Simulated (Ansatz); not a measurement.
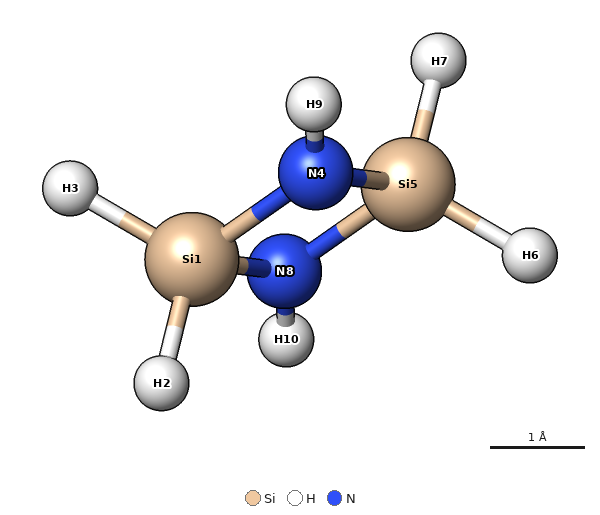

Fig. 1: The structure (ball-and-stick view, seen at a tilt; atoms are numbered from 1 in the order of the input).

# Run report: Si2N2H6, single-point calculation

The run: single-point calculation of Si2N2H6 (cyclo-(H2SiNH)2). Method and program: RKS PBE0-D4/def2-TZVP (Ansatz 0.2.0).

The geometry comes from this level: PBE-D4/def2-SVP. Figures and captions count atoms from 1; the log counts them from 0 in places.

### Output
```
Functional definition: PBE0
  name "PBE0"
  cite "Adamo & Barone, J. Chem. Phys. 110, 6158 (1999) doi:10.1063/1.478522"
  cite "Perdew, Burke & Ernzerhof, Phys. Rev. Lett. 77, 3865 (1996) doi:10.1103/PhysRevLett.77.3865"
  parent pbe
  parameter a = 0.25
  parameter kappa = 0.804
  parameter beta = 0.06672455060314922
  exchange = (1 - a)*pbe_x(kappa = kappa, mu = beta*pi^2/3) + a*exact_x
  correlation = pbe_c(beta = beta)
these checks for a lower state are left out or cut short: starts
1110 factors; their error is unknown
mean field evaluation 1: about -18823.6098 eV, gradient 1.3e2 eV
mean field evaluation 2: about -18826.6751 eV, gradient 3.6e0 eV
mean field evaluation 4: about -18826.7872 eV, gradient 2.2e-1 eV
mean field evaluation 8: about -18826.7872 eV, gradient 1.0e-5 eV
mean field -18826.78721738 eV, -691.8716689841 hartree, gradient 1.0e-5 eV, S^2 0.000000; 0 other end points of the search recorded, 0 dependent functions left out
the calculation of the forces begins
reference -18826.78725049 eV, -691.8716702008 hartree; 24, 24 occupied and 148, 148 virtual orbitals, 1110 factors
Total energy: -18826.98697089 eV, -691.8790097902 hartree
Atom 0 at     0.911059     0.891651    -0.088031 Å, force    -0.496246    -0.484297     0.047725 eV/Å
Atom 1 at     0.760421     2.276362    -0.671049 Å, force     0.013914    -0.331951     0.145977 eV/Å
Atom 2 at     2.343665     0.761806     0.371111 Å, force    -0.344515     0.008062    -0.114058 eV/Å
Atom 3 at    -0.287601     0.403348     1.109155 Å, force     0.222620    -0.253019    -0.258573 eV/Å
Atom 4 at    -0.910940    -0.891751     0.088058 Å, force     0.494752     0.485694    -0.048044 eV/Å
Atom 5 at    -2.343553    -0.761853    -0.371042 Å, force     0.344419    -0.008437     0.113982 eV/Å
Atom 6 at    -0.760363    -2.276465     0.671091 Å, force    -0.013491     0.332057    -0.146028 eV/Å
Atom 7 at     0.287568    -0.403302    -1.109207 Å, force    -0.221906     0.252000     0.257847 eV/Å
Atom 8 at    -0.265199     0.480738     2.125000 Å, force    -0.001874    -0.067574    -0.704846 eV/Å
Atom 9 at     0.264952    -0.480534    -2.125085 Å, force     0.002327     0.067465     0.706019 eV/Å
Dipole moment:     0.000025    -0.000023     0.000026 e Å
Checks for a lower state left out: starts
```

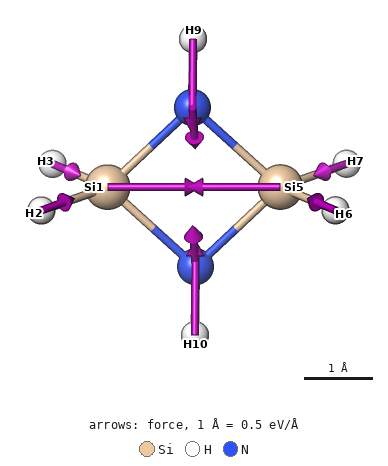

Fig. 2: Forces on the atoms as pink arrows (ball-and-stick view, seen on its broad side; atoms are numbered from 1 in the order of the input). The largest act on H9, H10 (0.71 eV/Å); Si1, Si5 (0.70 eV/Å); N4, N8 (0.42 eV/Å); H2, H3, H6, H7 (0.36 eV/Å). The geometry is not a stationary point of this energy.

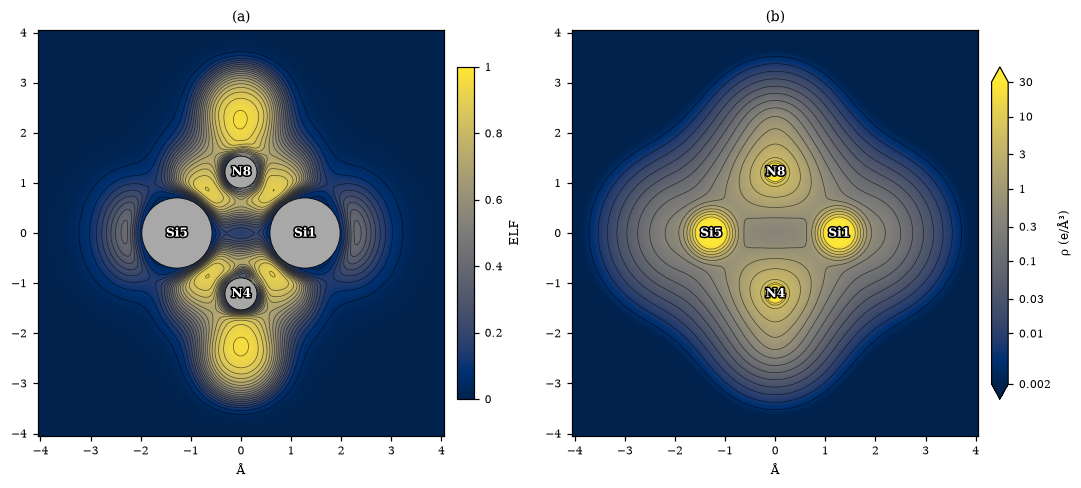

Fig. 3: (a) electron localisation function; (b) total electron density on the plane of atoms Si1, N4 and Si5. Grey discs, where drawn, cover atomic cores. Atoms in the plane: Si and N.

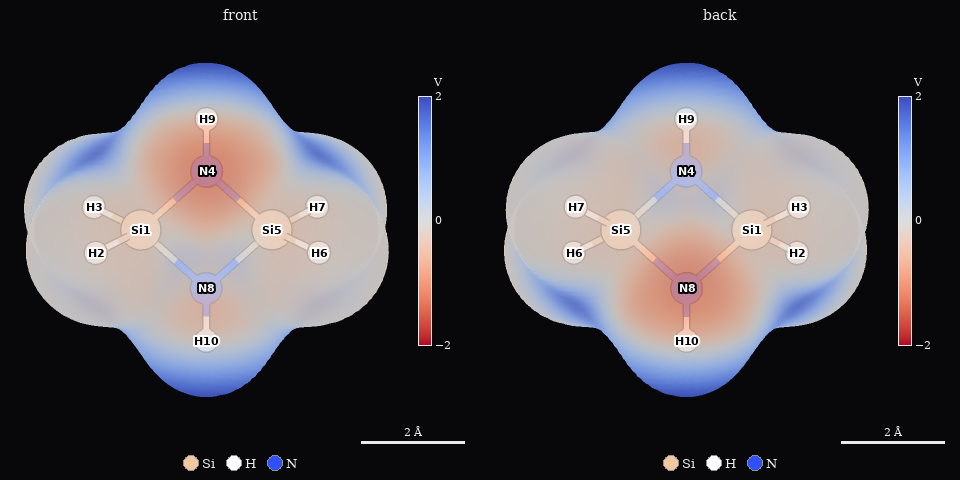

Fig. 4: The electrostatic potential painted on the density surface at 0.002 e/bohr³, seen face on and from behind; red is negative and blue positive.

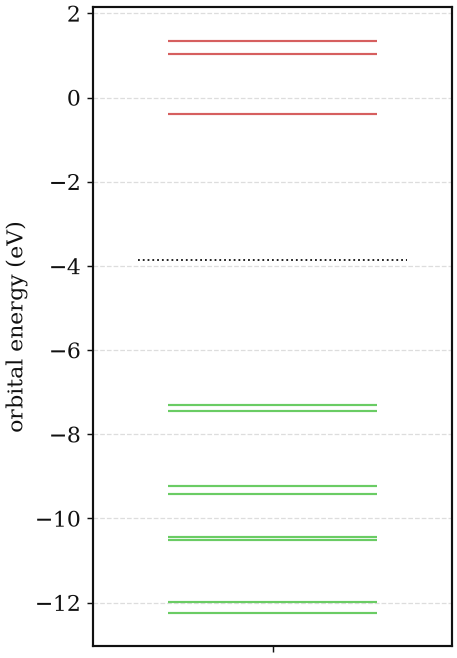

Fig. 5: Orbital energies near the frontier; the dotted line parts filled from empty levels, and levels within 0.02 eV of each other stand side by side. Highest filled −7.30 eV, lowest empty −0.40 eV, 6.90 eV apart.

This output came from the following input.

### Input
```yaml
crystal:
  periodic: [false, false, false]
  atoms:
    - {symbol: Si, position_ang: [0.911059, 0.891651, -0.088031]}
    - {symbol: H, position_ang: [0.760421, 2.276362, -0.671049]}
    - {symbol: H, position_ang: [2.343665, 0.761806, 0.371111]}
    - {symbol: N, position_ang: [-0.287601, 0.403348, 1.109155]}
    - {symbol: Si, position_ang: [-0.910940, -0.891751, 0.088058]}
    - {symbol: H, position_ang: [-2.343553, -0.761853, -0.371042]}
    - {symbol: H, position_ang: [-0.760363, -2.276465, 0.671091]}
    - {symbol: N, position_ang: [0.287568, -0.403302, -1.109207]}
    - {symbol: H, position_ang: [-0.265199, 0.480738, 2.125000]}
    - {symbol: H, position_ang: [0.264952, -0.480534, -2.125085]}
basis:
  gaussian: {orbitals: def2-TZVP, initial_orbitals: start.molden}
hamiltonian: {xc: pbe0, dispersion: d4}
scf: {omitted_lower_state_checks: [starts]}
output: {forces: true, orbitals: {seedname: orbitals}}
```

Launch command:
```bash
ansatz run in.yaml --threads 2 --pin off --events-out ev --progress --plain --max-ram 4352MiB
```

### Results in brief

| quantity | value |
| --- | --- |
| outcome | converged |
| total energy | −18826.9870 eV |
| mean-field energy | −18826.7873 eV |
| dispersion energy | −0.1997 eV |
| SCF solution under orbital rotations | stable |
| HOMO | −7.30 eV |
| LUMO | −0.40 eV |
| largest force (length of the vector) | 0.709 eV/Å |
| dipole moment | 0.00 D |
| hardware | 2 threads of Arm Neoverse V2, 23 GiB of memory available, shared host |
| wall time | 4.3 s (CPU time 8.3 s) |
| peak memory | 0.38 GiB |
